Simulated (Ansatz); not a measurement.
**Molecular dynamics, with input and output: C3H5F3O**

System: C3H5F3O, SMILES FCOC(F)CF.
Method: RKS PBE/def2-SVP (Ansatz 0.2.0).

The geometry comes from this level: PBE0-D4/def2-TZVP.

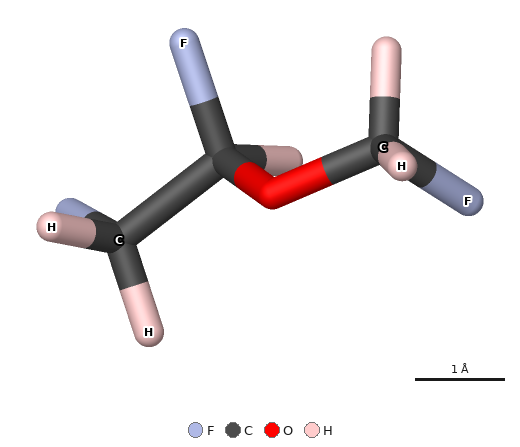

**Figure 1.** The input geometry (stick view, seen at a tilt). Bond lengths as drawn: C–C 1.51 Å, C–F 1.37 to 1.38 Å, C–H 1.09 to 1.10 Å and C–O 1.38 Å.

### Input
```yaml
crystal:
  periodic: [false, false, false]
  atoms:
    - {symbol: F, position_ang: [-1.734757, -0.139378, -1.770542]}
    - {symbol: C, position_ang: [-0.413073, 0.232187, -1.805775]}
    - {symbol: O, position_ang: [0.269677, -0.324450, -0.741063]}
    - {symbol: C, position_ang: [0.019109, 0.264598, 0.485759]}
    - {symbol: F, position_ang: [0.650256, 1.484943, 0.550571]}
    - {symbol: C, position_ang: [0.583314, -0.655105, 1.537286]}
    - {symbol: F, position_ang: [0.294368, -0.157837, 2.783017]}
    - {symbol: H, position_ang: [-0.377833, 1.325237, -1.782845]}
    - {symbol: H, position_ang: [0.033745, -0.171557, -2.714184]}
    - {symbol: H, position_ang: [-1.048712, 0.453954, 0.640265]}
    - {symbol: H, position_ang: [0.132693, -1.644906, 1.432423]}
    - {symbol: H, position_ang: [1.668110, -0.722785, 1.419188]}
basis:
  gaussian: {orbitals: def2-SVP}
hamiltonian: {xc: {name: PBE}}
md: {timestep: 1 fs, n_steps: 30, ensemble: nvt_nose_hoover, temperature: 500, initial_velocities: maxwell_boltzmann, seed: 728}
```

Launched with:
```bash
ansatz run in.yaml --threads 4 --pin off --events-out ev --progress --plain --max-ram 11315MiB
```

### What the program printed
```
Functional definition: PBE
  name "PBE"
  cite "Perdew, Burke & Ernzerhof, Phys. Rev. Lett. 77, 3865 (1996) doi:10.1103/PhysRevLett.77.3865"
  parent pbe
  parameter kappa = 0.804
  parameter beta = 0.06672455060314922
  exchange = pbe_x(kappa = kappa, mu = beta*pi^2/3)
  correlation = pbe_c(beta = beta)
1351 factors; their error is unknown
mean field evaluation 1: about -13360.8175 eV, gradient 4.8e1 eV
mean field evaluation 2: about -13358.0467 eV, gradient 6.2e1 eV
mean field evaluation 4: about -13365.5054 eV, gradient 3.8e0 eV
mean field evaluation 8: about -13365.4578 eV, gradient 2.6e-1 eV
mean field evaluation 16: about -13365.4580 eV, gradient 6.0e-5 eV
mean field -13365.45797846 eV, -491.1715212757 hartree, gradient 6.0e-5 eV, S^2 0.000000; 0 other end points of the search recorded, 0 dependent functions left out
the calculation of the forces begins
reference -13365.45800651 eV, -491.1715223065 hartree; 29, 29 occupied and 94, 94 virtual orbitals, 1351 factors
md step     0: t =     0.00 fs  T =   500.0 K  F+E_penalty+E_count = -13365.45797846 eV  E_kin = 0.646300 eV  conserved = -13364.81167847 eV  (28 SCF iters)
these checks for a lower state are left out or cut short: starts, cluster_reference, orbital_swaps, neighbouring_geometries, increment
1351 factors; their error is unknown
mean field -13365.43656989 eV, -491.1707345253 hartree, gradient 1.7e-5 eV, S^2 0.000000; 0 other end points of the search recorded, 0 dependent functions left out
the calculation of the forces begins
reference -13365.43659803 eV, -491.1707355594 hartree; 29, 29 occupied and 94, 94 virtual orbitals, 1351 factors
md step     1: t =     1.00 fs  T =   483.9 K  F+E_penalty+E_count = -13365.43656989 eV  E_kin = 0.625429 eV  conserved = -13364.81114162 eV  (31 SCF iters)
[... from here on the SCF iterations and repeated set-up lines of each step are left out, up to the last step ...]
md step     2: t =     2.00 fs  T =   433.7 K  F+E_penalty+E_count = -13365.37064703 eV  E_kin = 0.560553 eV  conserved = -13364.81009969 eV  (30 SCF iters)
md step     3: t =     3.00 fs  T =   361.6 K  F+E_penalty+E_count = -13365.27648486 eV  E_kin = 0.467422 eV  conserved = -13364.80908707 eV  (31 SCF iters)
md step     4: t =     4.00 fs  T =   281.4 K  F+E_penalty+E_count = -13365.17116359 eV  E_kin = 0.363721 eV  conserved = -13364.80750378 eV  (30 SCF iters)
md step     5: t =     5.00 fs  T =   211.3 K  F+E_penalty+E_count = -13365.07890829 eV  E_kin = 0.273169 eV  conserved = -13364.80585717 eV  (30 SCF iters)
md step     6: t =     6.00 fs  T =   169.1 K  F+E_penalty+E_count = -13365.02385864 eV  E_kin = 0.218605 eV  conserved = -13364.80544213 eV  (31 SCF iters)
md step     7: t =     7.00 fs  T =   159.7 K  F+E_penalty+E_count = -13365.01245119 eV  E_kin = 0.206389 eV  conserved = -13364.80634078 eV  (32 SCF iters)
md step     8: t =     8.00 fs  T =   174.7 K  F+E_penalty+E_count = -13365.03260895 eV  E_kin = 0.225828 eV  conserved = -13364.80718061 eV  (32 SCF iters)
md step     9: t =     9.00 fs  T =   205.6 K  F+E_penalty+E_count = -13365.07254689 eV  E_kin = 0.265796 eV  conserved = -13364.80732086 eV  (31 SCF iters)
md step    10: t =    10.00 fs  T =   248.6 K  F+E_penalty+E_count = -13365.12861396 eV  E_kin = 0.321348 eV  conserved = -13364.80807399 eV  (31 SCF iters)
md step    11: t =    11.00 fs  T =   294.1 K  F+E_penalty+E_count = -13365.18867582 eV  E_kin = 0.380192 eV  conserved = -13364.80961154 eV  (31 SCF iters)
md step    12: t =    12.00 fs  T =   326.0 K  F+E_penalty+E_count = -13365.23028559 eV  E_kin = 0.421363 eV  conserved = -13364.81044798 eV  (31 SCF iters)
md step    13: t =    13.00 fs  T =   333.5 K  F+E_penalty+E_count = -13365.23964028 eV  E_kin = 0.431053 eV  conserved = -13364.81056660 eV  (31 SCF iters)
md step    14: t =    14.00 fs  T =   314.9 K  F+E_penalty+E_count = -13365.21460240 eV  E_kin = 0.407017 eV  conserved = -13364.81004009 eV  (31 SCF iters)
md step    15: t =    15.00 fs  T =   277.9 K  F+E_penalty+E_count = -13365.16469681 eV  E_kin = 0.359235 eV  conserved = -13364.80837997 eV  (31 SCF iters)
md step    16: t =    16.00 fs  T =   241.7 K  F+E_penalty+E_count = -13365.11556618 eV  E_kin = 0.312364 eV  conserved = -13364.80655655 eV  (31 SCF iters)
md step    17: t =    17.00 fs  T =   225.8 K  F+E_penalty+E_count = -13365.09429280 eV  E_kin = 0.291810 eV  conserved = -13364.80626163 eV  (31 SCF iters)
md step    18: t =    18.00 fs  T =   233.6 K  F+E_penalty+E_count = -13365.10535243 eV  E_kin = 0.301901 eV  conserved = -13364.80768082 eV  (29 SCF iters)
md step    19: t =    19.00 fs  T =   251.1 K  F+E_penalty+E_count = -13365.12880768 eV  E_kin = 0.324624 eV  conserved = -13364.80892238 eV  (31 SCF iters)
md step    20: t =    20.00 fs  T =   266.9 K  F+E_penalty+E_count = -13365.14802283 eV  E_kin = 0.345055 eV  conserved = -13364.80828492 eV  (31 SCF iters)
md step    21: t =    21.00 fs  T =   287.0 K  F+E_penalty+E_count = -13365.17225687 eV  E_kin = 0.370980 eV  conserved = -13364.80724809 eV  (31 SCF iters)
md step    22: t =    22.00 fs  T =   320.3 K  F+E_penalty+E_count = -13365.21538986 eV  E_kin = 0.413971 eV  conserved = -13364.80814085 eV  (31 SCF iters)
md step    23: t =    23.00 fs  T =   356.8 K  F+E_penalty+E_count = -13365.26383062 eV  E_kin = 0.461174 eV  conserved = -13364.81024867 eV  (31 SCF iters)
md step    24: t =    24.00 fs  T =   372.7 K  F+E_penalty+E_count = -13365.28494540 eV  E_kin = 0.481763 eV  conserved = -13364.81174203 eV  (31 SCF iters)
md step    25: t =    25.00 fs  T =   351.2 K  F+E_penalty+E_count = -13365.25559351 eV  E_kin = 0.453900 eV  conserved = -13364.81123872 eV  (30 SCF iters)
md step    26: t =    26.00 fs  T =   298.3 K  F+E_penalty+E_count = -13365.18381617 eV  E_kin = 0.385542 eV  conserved = -13364.80873128 eV  (30 SCF iters)
md step    27: t =    27.00 fs  T =   241.8 K  F+E_penalty+E_count = -13365.10758124 eV  E_kin = 0.312610 eV  conserved = -13364.80621665 eV  (31 SCF iters)
md step    28: t =    28.00 fs  T =   209.7 K  F+E_penalty+E_count = -13365.06487191 eV  E_kin = 0.271069 eV  conserved = -13364.80573899 eV  (30 SCF iters)
md step    29: t =    29.00 fs  T =   207.6 K  F+E_penalty+E_count = -13365.06315869 eV  E_kin = 0.268345 eV  conserved = -13364.80742030 eV  (30 SCF iters)
these checks for a lower state are left out or cut short: starts, cluster_reference, orbital_swaps, neighbouring_geometries, increment
1351 factors; their error is unknown
mean field -13365.07820783 eV, -491.1575649624 hartree, gradient 1.8e-5 eV, S^2 0.000000; 0 other end points of the search recorded, 0 dependent functions left out
the calculation of the forces begins
reference -13365.07823564 eV, -491.1575659843 hartree; 29, 29 occupied and 94, 94 virtual orbitals, 1351 factors
1351 factors; their error is unknown
mean field evaluation 256: about -13365.0780 eV, gradient 2.7e-1 eV
mean field -13365.07820783 eV, -491.1575649624 hartree, gradient 2.1e-5 eV, S^2 0.000000; 1 other end points of the search recorded, 0 dependent functions left out
the calculation of the forces begins
reference -13365.07823564 eV, -491.1575659843 hartree; 29, 29 occupied and 94, 94 virtual orbitals, 1351 factors
md step    30: t =    30.00 fs  T =   218.5 K  F+E_penalty+E_count = -13365.07820783 eV  E_kin = 0.282370 eV  conserved = -13364.80916399 eV  (29 SCF iters)
```

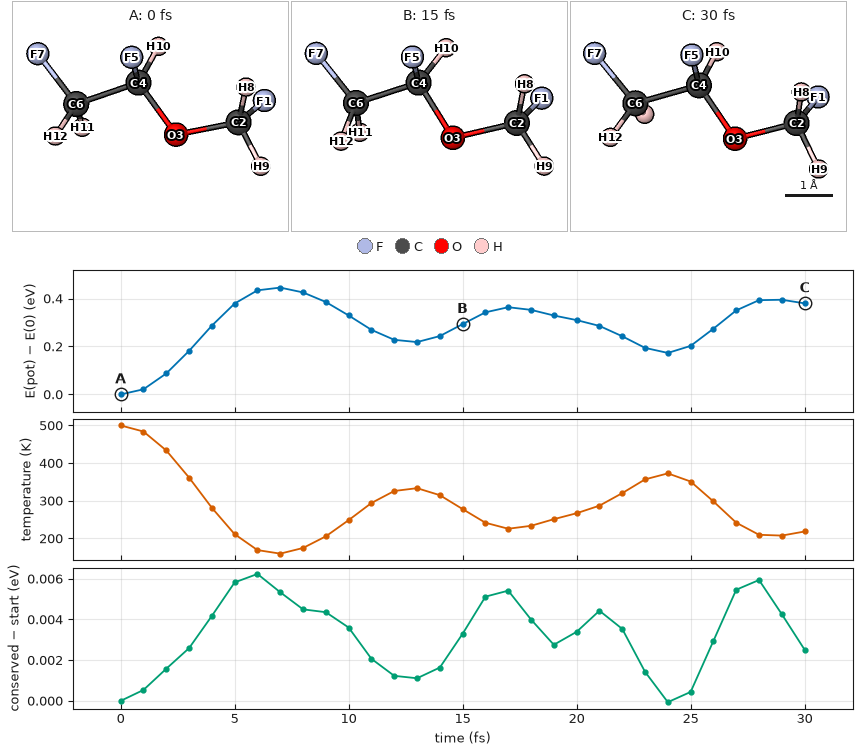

**Figure 2.** Frames of the molecular dynamics (ball-and-stick, seen at a tilt) above the curves, on which the letters mark them. The trajectory kept here has 31 frames over 30 fs. The temperature starts at 500 K, ranges from 160 to 500 K and averages 273 K over the second half. The potential energy ends 0.380 eV above its first value. The conserved quantity stays within 0.0063 eV. After an unweighted best fit of the last frame on the first, the root-mean-square displacement is 0.13 Å, and H11 has moved furthest (0.23 Å).

```
Total energy: -13365.07823564 eV, -491.1575659843 hartree
Atom 0 at    -1.716600    -0.092264    -1.665118 Å, force     0.232100     0.373261    -0.533101 eV/Å
Atom 1 at    -0.381470     0.234323    -1.823617 Å, force     0.386473    -0.714223    -0.899823 eV/Å
Atom 2 at     0.344447    -0.350967    -0.813586 Å, force     0.402981     0.053538     1.031402 eV/Å
Atom 3 at     0.040113     0.246102     0.405623 Å, force    -1.598802    -1.779936     2.102131 eV/Å
Atom 4 at     0.554231     1.472939     0.548385 Å, force     0.624488     1.319777    -0.297095 eV/Å
Atom 5 at     0.524937    -0.675344     1.535653 Å, force    -0.657476    -0.248325     0.624849 eV/Å
Atom 6 at     0.323551    -0.133003     2.799421 Å, force    -0.226731     0.677928    -0.171893 eV/Å
Atom 7 at    -0.197019     1.322362    -1.816371 Å, force    -0.556811     0.424516    -0.053581 eV/Å
Atom 8 at     0.077592    -0.213428    -2.743469 Å, force    -0.666717     0.151495    -0.063555 eV/Å
Atom 9 at    -1.095532     0.269212     0.612095 Å, force     0.874552     0.520562    -0.717946 eV/Å
Atom 10 at    -0.187126    -1.548402     1.525731 Å, force     0.991230    -0.202116    -0.476921 eV/Å
Atom 11 at     1.609702    -0.862610     1.499904 Å, force     0.194714    -0.576475    -0.544466 eV/Å
Dipole moment:     0.078215    -0.089338    -0.350464 e Å
```

### Trajectory as extended XYZ (Å, eV, eV/Å), 9 of the 31 frames kept, from step=0 to step=30
```
12
Properties=species:S:1:pos:R:3:forces:R:3 step=0 time_fs=0.0 energy=-13365.45798 temperature=500.0
F    -1.7348   -0.1394   -1.7705   -0.4528  -0.0866  -0.0226
C    -0.4131    0.2322   -1.8058   -0.3760  -0.2442   0.1694
O     0.2697   -0.3245   -0.7411    0.3693  -0.4222  -0.1575
C     0.0191    0.2646    0.4858    0.3902  -0.0490   0.0139
F     0.6503    1.4849    0.5506    0.2130   0.4957   0.0721
C     0.5833   -0.6551    1.5373   -0.2944   0.2950   0.3414
F     0.2944   -0.1578    2.7830   -0.0844   0.1629   0.3823
H    -0.3778    1.3252   -1.7828    0.1104   0.6607   0.0055
H     0.0337   -0.1716   -2.7142    0.3574  -0.1882  -0.5552
H    -1.0487    0.4540    0.6403   -0.6386   0.0484   0.0983
H     0.1327   -1.6449    1.4324   -0.2023  -0.5991  -0.1581
H     1.6681   -0.7228    1.4192    0.6083  -0.0734  -0.1897
12
Properties=species:S:1:pos:R:3:forces:R:3 step=4 time_fs=4.0 energy=-13365.17116 temperature=281.4
F    -1.7351   -0.1314   -1.7576   -0.4307   0.0361   0.0351
C    -0.4365    0.2337   -1.8099    2.0271   0.7135   0.0415
O     0.3229   -0.3332   -0.7417   -1.5401   0.4025  -0.1213
C    -0.0126    0.2691    0.4885    0.9083  -1.0254  -0.0778
F     0.6477    1.4864    0.5381   -0.3975   0.0254   0.3581
C     0.5483   -0.6789    1.5342    1.7117   0.9705   0.4475
F     0.3053   -0.1543    2.7755   -0.6030   0.3027   0.8802
H    -0.2799    1.3747   -1.7561   -0.6581  -0.9749  -0.1329
H     0.0661   -0.1629   -2.7274   -0.3558   0.0615   0.0752
H    -1.0929    0.3980    0.7279   -0.1143   0.3649  -0.6305
H     0.1021   -1.7033    1.5143    0.4224   0.1551  -0.5193
H     1.6895   -0.5606    1.4319   -0.9700  -1.0321  -0.3557
12
Properties=species:S:1:pos:R:3:forces:R:3 step=8 time_fs=8.0 energy=-13365.03261 temperature=174.7
F    -1.7387   -0.1232   -1.7444   -0.1650   0.0669   0.0766
C    -0.4367    0.2412   -1.8129    2.0969  -1.1192   0.0925
O     0.3621   -0.3386   -0.7434   -2.4212   0.7088  -0.1187
C    -0.0332    0.2615    0.4902    0.4468  -0.9342  -0.2623
F     0.6422    1.4882    0.5284   -0.7275  -0.3435   0.5527
C     0.5315   -0.6908    1.5366    0.3049   0.8745   0.3510
F     0.3117   -0.1484    2.7748   -0.6373   0.1525   0.9337
H    -0.2706    1.3208   -1.7463   -0.5390   0.6875  -0.0311
H     0.0549   -0.1507   -2.7406   -0.3884   0.0244   0.1472
H    -1.1539    0.3940    0.7251    0.9618   0.2535  -0.9210
H     0.1256   -1.7457    1.5214    0.3789   0.6229  -0.4553
H     1.6083   -0.5429    1.3921    0.6889  -0.9941  -0.3652
12
Properties=species:S:1:pos:R:3:forces:R:3 step=11 time_fs=11.0 energy=-13365.18868 temperature=294.1
F    -1.7425   -0.1168   -1.7340    0.1492  -0.0431   0.1125
C    -0.4193    0.2400   -1.8142    0.7626  -0.8788   1.0513
O     0.3768   -0.3383   -0.7456   -2.3929   0.6155  -0.3312
C    -0.0439    0.2479    0.4892    2.0078  -0.4591  -0.8164
F     0.6343    1.4879    0.5240   -0.7474  -0.4891   0.6387
C     0.5235   -0.6919    1.5414    0.4316   1.6330   0.0172
F     0.3131   -0.1432    2.7792   -0.3305  -0.1263   0.5817
H    -0.3197    1.3214   -1.7440   -0.1607   0.8049  -0.0099
H     0.0092   -0.1392   -2.7381    0.2731  -0.3258  -0.6275
H    -1.1201    0.4177    0.6351   -0.4133   0.2035  -0.4178
H     0.1793   -1.7241    1.4810   -0.4738  -0.5061  -0.1516
H     1.5895   -0.6295    1.3271    0.8943  -0.4286  -0.0469
12
Properties=species:S:1:pos:R:3:forces:R:3 step=15 time_fs=15.0 energy=-13365.16470 temperature=277.9
F    -1.7462   -0.1086   -1.7194    0.5188  -0.2591   0.1377
C    -0.3883    0.2318   -1.8060   -0.4164   0.8489  -0.0298
O     0.3770   -0.3332   -0.7516   -1.4750   0.0633  -0.6995
C    -0.0368    0.2261    0.4786    1.1110   1.0028  -1.1311
F     0.6188    1.4841    0.5227   -0.4321  -0.4186   0.6439
C     0.5203   -0.6780    1.5468    1.5333  -0.3757  -0.7492
F     0.3130   -0.1373    2.7887    0.0964  -0.4409  -0.0970
H    -0.3997    1.3841   -1.7456    0.4271  -1.1455  -0.1356
H    -0.0219   -0.1566   -2.7928    0.1944   0.1393   0.5438
H    -1.1231    0.4700    0.4665    0.0443  -0.3561   0.3360
H     0.1898   -1.7417    1.4139   -0.6093   0.4090   0.4011
H     1.6392   -0.7899    1.2489   -0.9924   0.5325   0.7798
12
Properties=species:S:1:pos:R:3:forces:R:3 step=19 time_fs=19.0 energy=-13365.12881 temperature=251.1
F    -1.7459   -0.1025   -1.7037    0.6187  -0.3222   0.0232
C    -0.3624    0.2310   -1.7974   -1.4409  -0.4811  -0.7338
O     0.3634   -0.3277   -0.7641   -0.0130  -0.7031  -0.6649
C    -0.0156    0.2163    0.4541   -0.4362   1.7149  -0.6331
F     0.5997    1.4771    0.5265    0.0185  -0.0151   0.4727
C     0.5330   -0.6670    1.5440   -0.8279  -1.1541  -0.3052
F     0.3135   -0.1348    2.7976    0.2980  -0.3975  -0.5622
H    -0.4196    1.3226   -1.7641    0.6348   0.6268   0.0118
H    -0.0189   -0.1617   -2.7858    0.2607   0.0658   0.4437
H    -1.1234    0.4718    0.3503    0.6657  -0.6505   1.0130
H     0.1098   -1.7119    1.4019   -0.3491   0.6762   0.4950
H     1.5836   -0.8803    1.2744    0.5707   0.6399   0.4397
12
Properties=species:S:1:pos:R:3:forces:R:3 step=22 time_fs=22.0 energy=-13365.21539 temperature=320.3
F    -1.7424   -0.0995   -1.6918    0.7130  -0.1686  -0.1392
C    -0.3544    0.2285   -1.7964   -1.9282  -0.2258  -0.2288
O     0.3522   -0.3275   -0.7776    0.8238  -1.0489  -0.3252
C    -0.0014    0.2226    0.4302    0.7387   0.7970   0.5791
F     0.5853    1.4716    0.5320    0.2586   0.4708   0.2263
C     0.5382   -0.6676    1.5389   -1.6290   0.0693   0.2226
F     0.3153   -0.1350    2.8015    0.2430  -0.1061  -0.6398
H    -0.3732    1.3111   -1.7790    0.3966   1.0064   0.0436
H     0.0088   -0.1591   -2.7372    0.4019  -0.4092  -0.7733
H    -1.0690    0.4128    0.3560   -0.9296  -0.1058   0.8873
H     0.0117   -1.6268    1.4407   -0.2844  -0.4587   0.1375
H     1.5769   -0.8857    1.3421    1.1956   0.1797   0.0099
12
Properties=species:S:1:pos:R:3:forces:R:3 step=26 time_fs=26.0 energy=-13365.18382 temperature=298.3
F    -1.7325   -0.0965   -1.6769    0.7862   0.1515  -0.3862
C    -0.3635    0.2254   -1.8005   -0.6587   1.2091  -1.7224
O     0.3440   -0.3358   -0.7978    0.9440  -0.7561   0.4790
C     0.0235    0.2385    0.4060   -0.7831  -0.6544   1.9433
F     0.5679    1.4679    0.5406    0.4754   1.0954  -0.1272
C     0.5313   -0.6691    1.5344    0.3069  -0.4484   0.4535
F     0.3194   -0.1356    2.8024    0.0227   0.4207  -0.4900
H    -0.2672    1.3786   -1.7950   -0.2691  -1.1416  -0.0396
H     0.0810   -0.1956   -2.7468   -0.5880   0.1959   0.2409
H    -1.0955    0.3212    0.4735    0.2970   0.2520   0.1538
H    -0.1411   -1.5649    1.5059    0.7827  -0.2607  -0.3199
H     1.6657   -0.8673    1.4363   -1.3159  -0.0632  -0.1853
12
Properties=species:S:1:pos:R:3:forces:R:3 step=30 time_fs=30.0 energy=-13365.07821 temperature=218.5
F    -1.7166   -0.0923   -1.6651    0.2321   0.3733  -0.5331
C    -0.3815    0.2343   -1.8236    0.3865  -0.7142  -0.8998
O     0.3444   -0.3510   -0.8136    0.4030   0.0535   1.0314
C     0.0401    0.2461    0.4056   -1.5988  -1.7799   2.1021
F     0.5542    1.4729    0.5484    0.6245   1.3198  -0.2971
C     0.5249   -0.6753    1.5357   -0.6575  -0.2483   0.6248
F     0.3236   -0.1330    2.7994   -0.2267   0.6779  -0.1719
H    -0.1970    1.3224   -1.8164   -0.5568   0.4245  -0.0536
H     0.0776   -0.2134   -2.7435   -0.6667   0.1515  -0.0636
H    -1.0955    0.2692    0.6121    0.8746   0.5206  -0.7179
H    -0.1871   -1.5484    1.5257    0.9912  -0.2021  -0.4769
H     1.6097   -0.8626    1.4999    0.1947  -0.5765  -0.5445
```

### Key numbers

| quantity | value |
| --- | --- |
| outcome | finished |
| mean temperature over the second half | 273 K |
| trajectory | 30 steps, 30 fs |
| ensemble | nvt_nose_hoover |
| temperature in the input | 500 K |
| time step | 1 fs |
| potential energy (last step) | −13365.0782 eV |
| SCF solution under orbital rotations (last step) | stable |
| largest force (length of the vector) (last step) | 3.185 eV/Å |
| dipole moment (last step) | 1.78 D |
| hardware | 4 threads of Arm Neoverse V2, 23 GiB of memory available, shared host |
| wall time | 33 s (CPU time 2.1 min) |
| peak memory | 0.16 GiB |

### Remarks

So short a trajectory is not equilibrated. The temperature stays far from the 500 K of the thermostat over the second half: the run isn't equilibrated.
